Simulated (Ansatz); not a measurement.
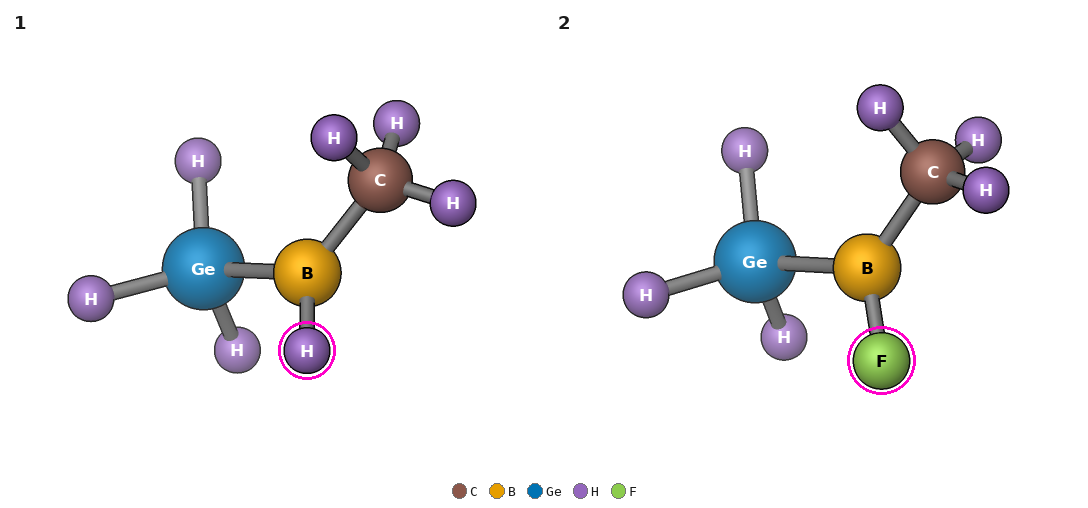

2 molecules with one skeleton, seen from the same side and at one scale; the atom that differs is circled. Charge 0, singlet. Computed geometries: PBE0-D4/def2-TZVP optimisations, one conformation each. Properties computed with Ansatz 0.2.0.

One atom differs, called X below: H in panel 1, F in panel 2. Their formulas are CH7BGe (`C[BH][GeH3]`), CH6BFGe (`C[B](F)[GeH3]`).

> In which is the HOMO–LUMO gap larger (B3LYP-D4/def2-TZVPP)?

In panel 2 (X = F).

> In which is the dipole moment larger (B3LYP-D4/def2-TZVPP)?

In panel 2 (X = F).

Give the values. With PBE0-D4/def2-TZVP: length of X–B (Å), angle Ge–B–X (°). With B3LYP-D4/def2-TZVPP: dipole moment (D), HOMO energy (Kohn–Sham orbital) (eV), HOMO–LUMO gap (eV).

| quantity | 1 (H) | 2 (F) | 2 − 1 |
| --- | --- | --- | --- |
| length of X–B (Å) | 1.200 | 1.329 | +0.129 |
| angle Ge–B–X (°) | 117.1 | 116.3 | −0.8 |
| dipole moment (D) | 1.37 | 1.42 | +0.05 |
| HOMO energy (Kohn–Sham orbital) (eV) | −7.66 | −7.70 | −0.04 |
| HOMO–LUMO gap (eV) | 5.70 | 6.37 | +0.67 |
